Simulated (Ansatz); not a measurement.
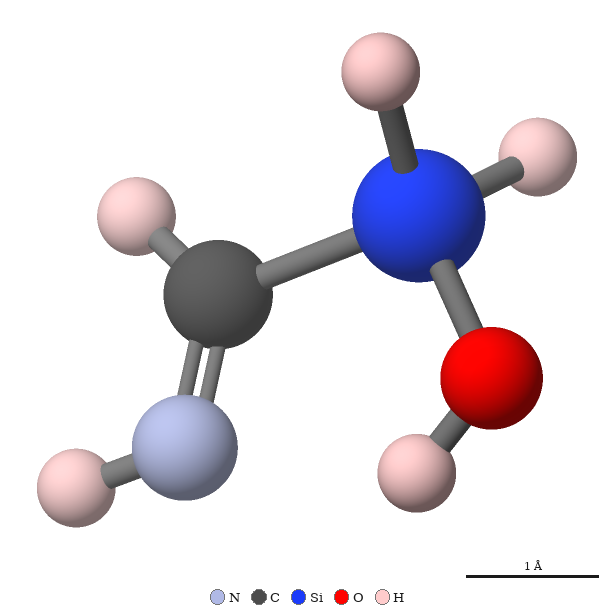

Starting geometry of the run.

Ansatz 0.2.0 input:

```yaml
crystal:
  periodic: [false, false, false]
  atoms:
    - {symbol: N, position_ang: [-0.854265, 0.774176, -0.973495]}
    - {symbol: C, position_ang: [0.288380, 0.677985, -0.555761]}
    - {symbol: Si, position_ang: [0.512104, -0.611490, 0.705806]}
    - {symbol: O, position_ang: [-0.916759, -1.241138, 0.878907]}
    - {symbol: H, position_ang: [-0.956516, 1.474012, -1.652535]}
    - {symbol: H, position_ang: [1.068317, 1.296303, -0.905396]}
    - {symbol: H, position_ang: [0.991991, -0.028619, 1.916952]}
    - {symbol: H, position_ang: [1.469850, -1.569874, 0.257408]}
    - {symbol: H, position_ang: [-1.518239, -0.815803, 0.311602]}
basis:
  gaussian: {orbitals: def2-SVP}
hamiltonian: {xc: {name: B97M-V}}
scf: {lower_state_search: off}
output: {forces: true}
```

It was started with:

```sh
ansatz run in.yaml --threads 2 --pin off --events-out ev --progress --plain --max-ram 4352MiB
```

Output:

```
Functional definition: B97M-V
  name "B97M-V"
  cite "Mardirossian & Head-Gordon, J. Chem. Phys. 142, 074111 (2015) doi:10.1063/1.4907719"
  cite "Becke, J. Chem. Phys. 107, 8554 (1997) doi:10.1063/1.475007"
  cite "Vydrov & Van Voorhis, J. Chem. Phys. 133, 244103 (2010) doi:10.1063/1.3521275"
  # Of w^i u^j: cxij and so on, Table III.
  parameter cx00 = 1.000
  parameter cx01 = 1.308
  parameter cx02 = 1.901
  parameter cx10 = 0.416
  parameter cx11 = 3.070
  parameter css00 = 1.000
  parameter css02 = -1.855
  parameter css10 = -5.668
  parameter css32 = -20.497
  parameter css42 = -20.364
  parameter cos00 = 1.000
  parameter cos01 = 1.573
  parameter cos03 = -6.298
  parameter cos10 = 2.535
  parameter cos32 = -6.427
  parameter b = 6.0
  parameter c = 0.01
  gx(w, u) = cx00 + cx01*u + cx02*u^2 + (cx10 + cx11*u)*w
  gss(w, u) = css00 + css02*u^2 + css10*w + (css32*w^3 + css42*w^4)*u^2
  gos(w, u) = cos00 + cos01*u + cos03*u^3 + cos10*w + cos32*w^3*u^2
  exchange = spin_sum(e_x_unif_s*gx(b97_w, b97_u_x))
  correlation = spin_sum(e_c_pw_mod_same_spin*gss(b97_w, b97_u_same))
      + integral(e_c_pw_mod_opposite_spin*gos(b97_w_opposite, b97_u_opposite)) + vv10(b, c)
these checks for a lower state are left out or cut short: stability, starts, cluster_reference, orbital_swaps, neighbouring_geometries, increment
959 factors; their error is unknown
mean field evaluation 1: about -12516.1726 eV, gradient 6.2e1 eV
mean field evaluation 2: about -12504.6532 eV, gradient 9.6e1 eV
mean field evaluation 4: about -12523.5307 eV, gradient 6.6e0 eV
mean field evaluation 8: about -12523.5684 eV, gradient 2.2e-1 eV
mean field evaluation 16: about -12523.5685 eV, gradient 2.6e-5 eV
mean field -12523.56846956 eV, -460.2326524768 hartree, gradient 2.4e-6 eV, S^2 0.000000; 0 other end points of the search recorded, 0 dependent functions left out
the calculation of the forces begins
reference -12523.56851586 eV, -460.2326541781 hartree; 20, 20 occupied and 65, 65 virtual orbitals, 959 factors
Total energy: -12523.56851586 eV, -460.2326541781 hartree
Atom 0 at    -0.854265     0.774176    -0.973495 Å, force    -4.209487    -0.949473    -0.329159 eV/Å
Atom 1 at     0.288380     0.677985    -0.555761 Å, force     2.855999    -0.367737     1.162585 eV/Å
Atom 2 at     0.512104    -0.611490     0.705806 Å, force     1.906939     0.332628     0.240085 eV/Å
Atom 3 at    -0.916759    -1.241138     0.878907 Å, force    -1.570575    -2.261556     1.646060 eV/Å
Atom 4 at    -0.956516     1.474012    -1.652535 Å, force    -0.385448     1.470718    -1.475808 eV/Å
Atom 5 at     1.068317     1.296303    -0.905396 Å, force     1.526806     1.166163    -0.643807 eV/Å
Atom 6 at     0.991991    -0.028619     1.916952 Å, force     0.533598     0.556495     1.132103 eV/Å
Atom 7 at     1.469850    -1.569874     0.257408 Å, force     0.976449    -0.871092    -0.405322 eV/Å
Atom 8 at    -1.518239    -0.815803     0.311602 Å, force    -1.634282     0.923854    -1.326738 eV/Å
Dipole moment:     0.145108     0.436467    -0.363327 e Å
Checks for a lower state left out: stability, starts, cluster_reference, orbital_swaps, neighbouring_geometries, increment
```

The run converged.
